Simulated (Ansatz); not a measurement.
## Electronic structure of H11NSi4···H2 in real space

The calculation's input:

```
crystal:
  periodic: [false, false, false]
  atoms:
    - { symbol: Si, position_ang: [0.260352, -0.628228, -0.210338] }
    - { symbol: H, position_ang: [-0.170644, 0.682233, 2.084847] }
    - { symbol: Si, position_ang: [2.333503, -0.150926, -1.204557] }
    - { symbol: H, position_ang: [3.006774, -1.388736, -1.682675] }
    - { symbol: H, position_ang: [2.146507, 0.767889, -2.361606] }
    - { symbol: H, position_ang: [3.237184, 0.520332, -0.225918] }
    - { symbol: Si, position_ang: [-0.956069, 1.402421, -0.174214] }
    - { symbol: H, position_ang: [-2.304994, 1.251125, 0.446366] }
    - { symbol: H, position_ang: [-0.260332, 2.54298, 0.493036] }
    - { symbol: H, position_ang: [-1.142464, 1.761509, -1.612194] }
    - { symbol: Si, position_ang: [-0.991602, -2.064019, -1.590737] }
    - { symbol: H, position_ang: [-2.036193, -2.742998, -0.76952] }
    - { symbol: H, position_ang: [-1.684317, -1.307236, -2.671737] }
    - { symbol: H, position_ang: [-0.145035, -3.115044, -2.220494] }
    - { symbol: "N", position_ang: [0.639386, -1.648401, 1.213685] }
    - { symbol: H, position_ang: [-0.126891, -2.071828, 1.725838] }
    - { symbol: H, position_ang: [1.352614, -1.325062, 1.855986] }
    - { symbol: H, position_ang: [0.001823, 0.123288, 2.485632] }
basis:
  gaussian: { orbitals: "6-31G*" }
hamiltonian:
  xc: b3lyp
  dispersion: d4
relax:
  f_tol: 0.03
  max_steps: 50
output:
  orbitals: {}
```

Launched as:

```sh
ansatz run input.yaml --threads 4 --pin off --max-ram 5120MiB --backend cpu --events-out ev --progress --plain --runs-dir out
```

The fields are those of the run's last geometry, not of the input's.

Computed with RKS B3LYP-D4/6-31G* in Ansatz 0.2.0.

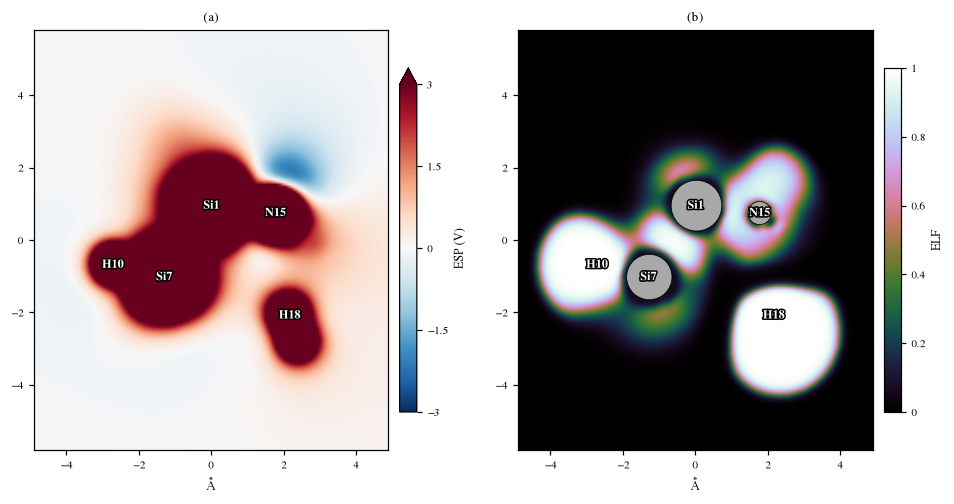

Figure 1. (a) electrostatic potential; (b) electron localisation function on the plane of atoms Si1, Si7 and H10. Grey discs cover the atomic cores in the ELF map.

**What does the map show?**

The section cuts through Si, H and N sites. N15···H18 (2.86 Å): the ELF dips to about 0 between them (a weak contact between the two molecules). Si–N (1.76 Å): the ELF peaks at about 0.90 between the atoms, as expected for a polar covalent bond. Si–Si (2.36 Å): the ELF peaks at about 1 between the atoms: a shared electron pair. Si–H (1.49 Å): the ELF climbs to about 1 towards the hydrogen, as it does in any bond to H. The ELF also peaks beside N15, away from the bonds: lone-pair regions. Outside the dense part of the complex the potential is most negative (−2.1 V) near N15.

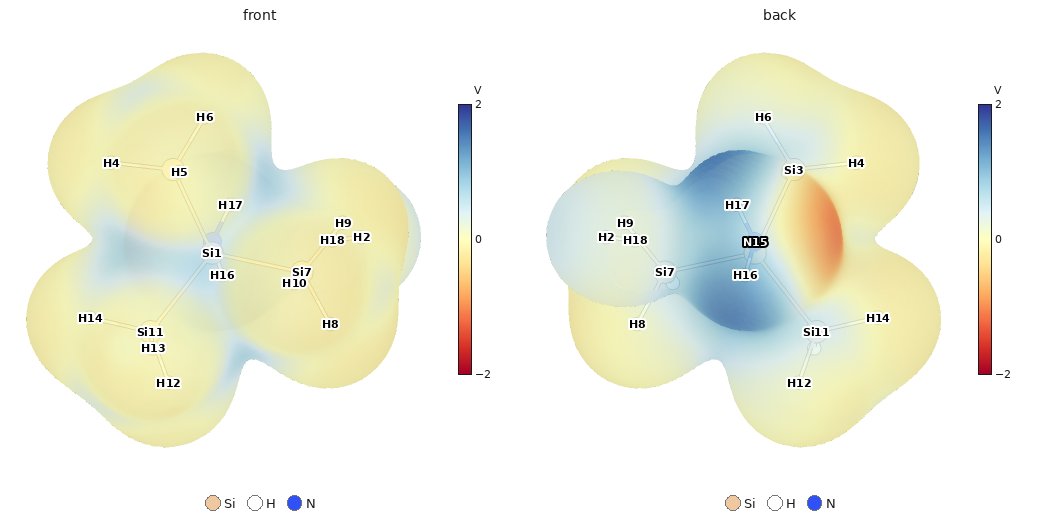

Figure 2. The molecular electrostatic potential painted on the density surface at 0.001 e/bohr³, seen from the front and from behind; the colour scale runs from red (negative) to blue (positive).

**Which sites attract a positive test charge, and which a negative one?**

A positive charge is drawn to the negative regions and a negative charge to the positive ones. The most negative region (about −1.0 V) lies over N15, the most positive (about +1.5 V) over H16 and H17.

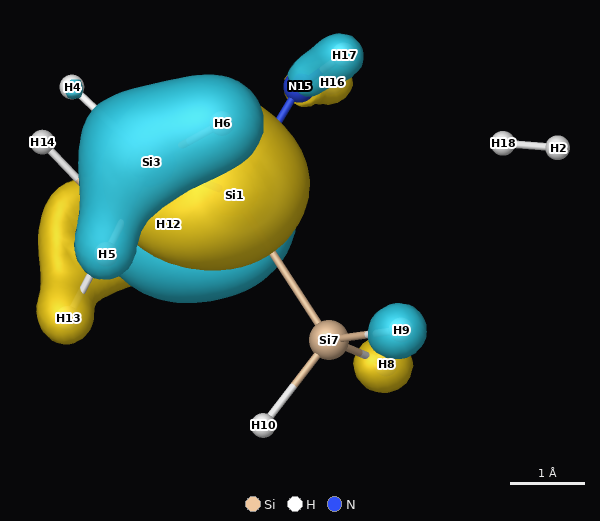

Figure 3. The HOMO−1 at ±0.1 Å⁻³ᐟ² (yellow and cyan are the two phases), seen from one side.

**Describe this orbital and give its energy.**

Its weight (Hirshfeld) is mainly on Si1 (about 30 %), Si3 (about 25 %) and Si11 (about 20 %). Its energy is −7.53 eV.

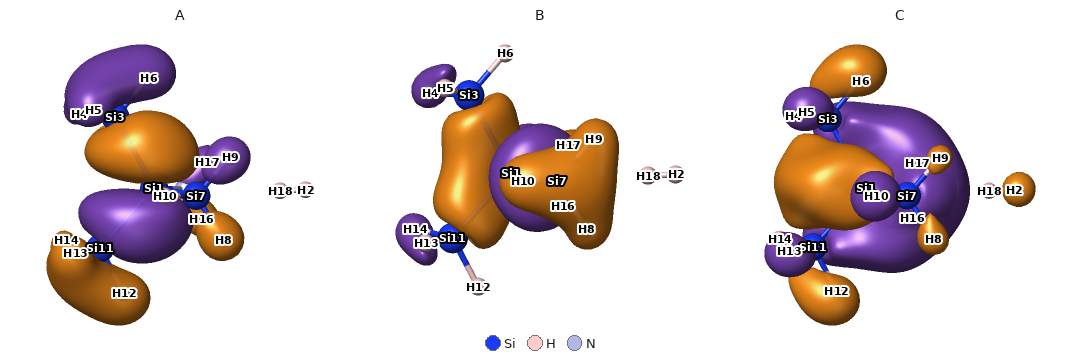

Figure 4. Three frontier orbitals at ±0.06 Å⁻³ᐟ² (orange and purple are the two phases), in no order.

**Order the three orbitals by energy and name them.**

A is the HOMO−1 (−7.53 eV). By Hirshfeld shares it lies mainly on Si1 (about 30 %), Si3 (about 25 %) and Si11 (about 20 %). B is the HOMO (−6.52 eV). Its weight (Hirshfeld) is mainly on N15 (about 40 %), Si7 (about 20 %) and Si1 (about 15 %). C is the LUMO (−0.59 eV). By Hirshfeld shares it lies mainly on Si1 (about 25 %), Si3 (about 15 %), Si11 (about 15 %), Si7 (about 10 %) and N15 (about 10 %).

**What is the HOMO–LUMO gap?**

5.93 eV between the orbital energies.
